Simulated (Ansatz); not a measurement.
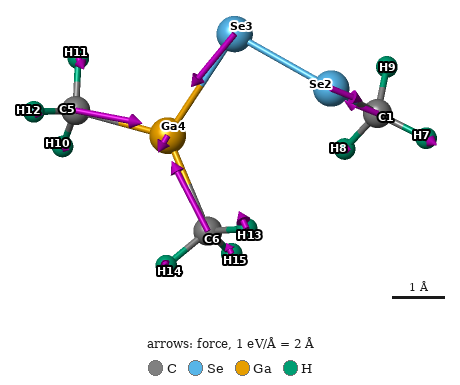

Starting geometry of C3H9GaSe2 with the computed forces as purple arrows. A ball-and-stick model, seen at a tilt.

The start comes from GFN2-xTB.

These are results of Ansatz, RKS PBE0-D4/def2-TZVP, not measurements.

Input file:
```yaml
crystal:
  periodic: [false, false, false]
  atoms:
    - {symbol: C, position_ang: [-1.382780, -1.450460, 2.244610]}
    - {symbol: Se, position_ang: [0.532620, -1.100060, 2.514610]}
    - {symbol: Se, position_ang: [1.299440, -1.737440, 0.415220]}
    - {symbol: Ga, position_ang: [0.721900, 0.268590, -0.811620]}
    - {symbol: C, position_ang: [1.210620, 0.118100, -2.791180]}
    - {symbol: C, position_ang: [-0.161950, 1.818720, 0.194540]}
    - {symbol: H, position_ang: [-1.889390, -1.234520, 3.181100]}
    - {symbol: H, position_ang: [-1.755430, -0.801860, 1.451790]}
    - {symbol: H, position_ang: [-1.516200, -2.494480, 1.974880]}
    - {symbol: H, position_ang: [0.454630, 0.581850, -3.428360]}
    - {symbol: H, position_ang: [1.311980, -0.934450, -3.073380]}
    - {symbol: H, position_ang: [2.165010, 0.614160, -2.989470]}
    - {symbol: H, position_ang: [0.047550, 1.784130, 1.267080]}
    - {symbol: H, position_ang: [0.209140, 2.766670, -0.203910]}
    - {symbol: H, position_ang: [-1.247150, 1.801060, 0.054080]}
basis:
  gaussian: {orbitals: def2-TZVP}
hamiltonian: {xc: pbe0, dispersion: d4}
relax: {f_tol: 0.005, max_steps: 150}
```

Command:
```bash
ansatz run in.yaml --threads 2 --pin off --events-out ev --progress --plain --max-ram 32768MiB --backend cuda --devices 0, --max-vram 18GiB
```

Q: Is this structure relaxed? If not, where do the atoms go?

A: It isn't relaxed: the largest force vector, on C6, is 0.77 eV/Å. The final displacements have little in common with the starting forces (cosine between the two patterns 0.26). The energy falls by 13.2 kJ/mol in 19 accepted moves (20 points after the start). The largest force component goes from 0.69 to 0.0041 eV/Å. The line search rejected the trial step at point 10 of the run. The forces were under the threshold at step 14, but the run went on from there. The atom that moves furthest after the best rigid fit is H15 (0.29 Å). Largest moves by element: H 0.29 Å, Se 0.17 Å, C 0.14 Å, Ga 0.05 Å. Near-neighbour distances that change, for instance: Ga4–C6 2.049 → 1.961 Å, Ga4–C5 2.045 → 1.968 Å, Se3–Ga4 2.421 → 2.355 Å, C1–Se2 1.966 → 1.945 Å. Among the angles between lasting bonds that change: C5–Ga4–C6 129.4° → 126.8°, Se2–Se3–Ga4 98.7° → 101.1°, Se3–Ga4–C5 111.9° → 113.9°. The run took about 400 s of wall time on a shared GPU.
